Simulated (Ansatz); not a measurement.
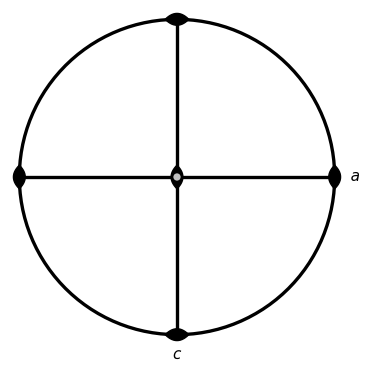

Stereographic projection: heavy lines are mirror planes (a heavy rim: a mirror in the plane of the page); lens, triangle, square and hexagon are 2-, 3-, 4- and 6-fold axes, a lens in an open square is −4, a triangle in an open hexagon −6; thin dashed diameters join the ends of axes that lie in the page; a small open circle marks inversion. The b axis points at the viewer. Computed from the symmetry operations of a computed or model structure of composition WI2O2.

**Identify the point group and its elements.**

mmm (D2h), order 8, orthorhombic system: three twofold axes, three mirror planes, an inversion centre.

**Can such a crystal be piezoelectric, pyroelectric or chiral?**

It is centrosymmetric, so neither piezoelectric nor pyroelectric; it is not chiral.
